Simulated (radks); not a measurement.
**Nb: atomic calculation**

- system: the neutral niobium atom in the configuration [Kr] 4d4 5s1 (high spin).
- method: scalar-relativistic Kohn-Sham, PBEsol, spin-polarised, spherical densities, finite nucleus (the in-house radial solver radks)

## Input file
```
Z 41
configuration [Kr] 4d4 5s1 5p0 6s0 4f0
relativity scalar-relativistic
functional pbe_sol,pbe_sol
spin polarised
nucleus finite rms 4.324 fm
c 137.035999084
```

Energies in input and log are in hartree, lengths in bohr (the nuclear radius in fm).

Hardware: 1 CPU thread, shared host.

## Output
```
1s      1   1.0000        -690.71441601
2s      1   1.0000         -96.60601291
2p      1   3.0000         -86.27777335
3s      1   1.0000         -16.09193743
3p      1   3.0000         -12.71712745
3d      1   5.0000          -7.19646530
4s      1   1.0000          -2.15511446
4p      1   3.0000          -1.28310802
4d      1   4.0000          -0.13670316
5s      1   1.0000          -0.16635367
5p      1   0.0000          -0.04902299
6s      1   0.0000          -0.00312719
4f      1   0.0000           0.00026543
1s      2   1.0000        -690.71424953
2s      2   1.0000         -96.59440657
2p      2   3.0000         -86.26905145
3s      2   1.0000         -16.08475105
3p      2   3.0000         -12.70917521
3d      2   5.0000          -7.18485225
4s      2   1.0000          -2.08599525
4p      2   3.0000          -1.20350619
4d      2   0.0000          -0.03604926
5s      2   0.0000          -0.06837194
5p      2   0.0000           0.00011216
6s      2   0.0000           0.00005681
4f      2   0.0000           0.00027128
Etot -3817.5644069421346
Ekin 3930.2663231174974
Encl -9200.25864425659
Eh 1569.0944346193082
Exc -116.66652042235027
err 5.502862569192321e-09
it 14
```

## Orbitals

| orbital | occupation | energy (eV) | ⟨r⟩ (bohr) | outer maximum (bohr) |
| --- | --- | --- | --- | --- |
| 1s up | 1 | −18795.3 | 0.03611 | 0.0235 |
| 1s down | 1 | −18795.3 | 0.03611 | 0.0235 |
| 2s up | 1 | −2628.8 | 0.1581 | 0.133 |
| 2s down | 1 | −2628.5 | 0.1581 | 0.133 |
| 2p up | 3 | −2347.7 | 0.1378 | 0.106 |
| 2p down | 3 | −2347.5 | 0.1378 | 0.106 |
| 3s up | 1 | −437.884 | 0.4436 | 0.396 |
| 3s down | 1 | −437.688 | 0.4436 | 0.396 |
| 3p up | 3 | −346.051 | 0.4461 | 0.389 |
| 3p down | 3 | −345.834 | 0.4461 | 0.390 |
| 3d up | 5 | −195.826 | 0.4332 | 0.334 |
| 3d down | 5 | −195.510 | 0.4331 | 0.334 |
| 4s up | 1 | −58.644 | 1.163 | 1.03 |
| 4s down | 1 | −56.763 | 1.154 | 1.03 |
| 4p up | 3 | −34.915 | 1.310 | 1.13 |
| 4p down | 3 | −32.749 | 1.296 | 1.12 |
| 5s up | 1 | −4.527 | 3.579 | 3.01 |
| 4d up | 4 | −3.720 | 2.180 | 1.51 |
| 5p up | 0 | −1.334 | 5.095 | 3.97 |

## Slater integrals of the outer shells (hartree)

| integral | value |
| --- | --- |
| F0(4d,4d) | 0.4226 |
| F2(4d,4d) | 0.2016 |
| F4(4d,4d) | 0.1283 |
| F0(4d,5s) | 0.2971 |
| G2(4d,5s) | 0.0787 |
| F0(4d,4p) | 0.5143 |
| F2(4d,4p) | 0.2311 |
| G1(4d,4p) | 0.2770 |
| G3(4d,4p) | 0.1664 |
| F0(4d,4s) | 0.5305 |
| G2(4d,4s) | 0.1884 |
| F0(4d,5p) | 0.2251 |
| F2(4d,5p) | 0.0678 |
| G1(4d,5p) | 0.0440 |
| G3(4d,5p) | 0.0310 |
| F0(5s,5s) | 0.2524 |
| F0(5s,4p) | 0.3207 |
| G1(5s,4p) | 0.0206 |
| F0(5s,4s) | 0.3240 |
| G0(5s,4s) | 0.0127 |

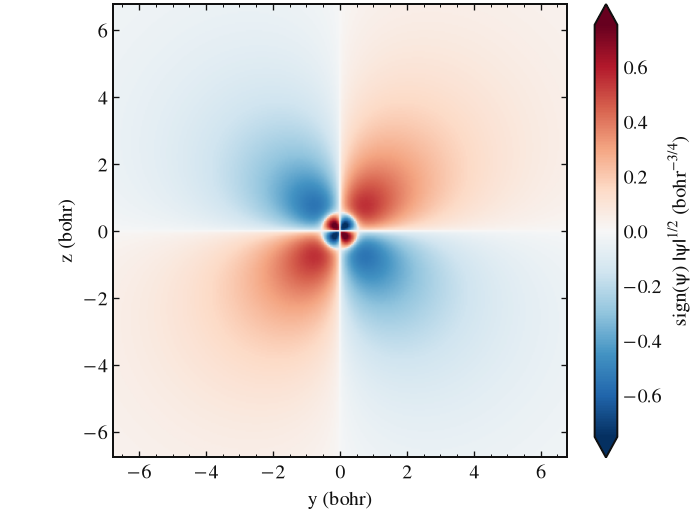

**Figure 1.** One occupied orbital of up spin is shown. In the yz plane through the nucleus, the colour gives the signed square root of ψ. The radial function comes from the spherical calculation and is multiplied by a real spherical harmonic; the overall sign is chosen so that the largest lobe of P(r) is positive; at the scalar-relativistic level it is the large component. It is 4d(yz) of up spin. It has the nodal planes xy and xz and 1 radial node, at r = 0.554 bohr. The outermost maximum of P² lies at 1.51 bohr, ⟨r⟩ = 2.18 bohr, 90 % of the charge lies within 3.62 bohr, and the eigenvalue is −3.72 eV, with 4 electrons in the shell for this spin.

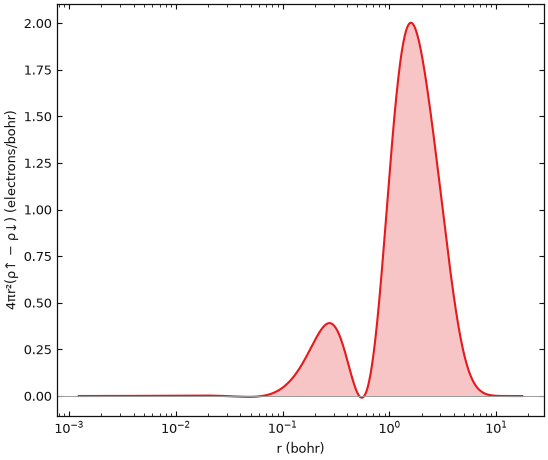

**Figure 2.** The radial spin density. The curve integrates to 5 unpaired electrons, held by 4d (+4) and 5s (+1). Its largest value, 2.00 electrons/bohr, lies near r = 1.6 bohr. Regions of the opposite sign are negligible.

## Key numbers

```tsv
quantity	value
outcome	converged
total energy	−3817.5644 hartree
kinetic energy	3930.2663 hartree
electron–nucleus energy	−9200.2586 hartree
Hartree energy	1569.0944 hartree
exchange–correlation energy	−116.666520 hartree
radius at density 0.001 e/bohr³	4.75 bohr
SCF iterations	14
```
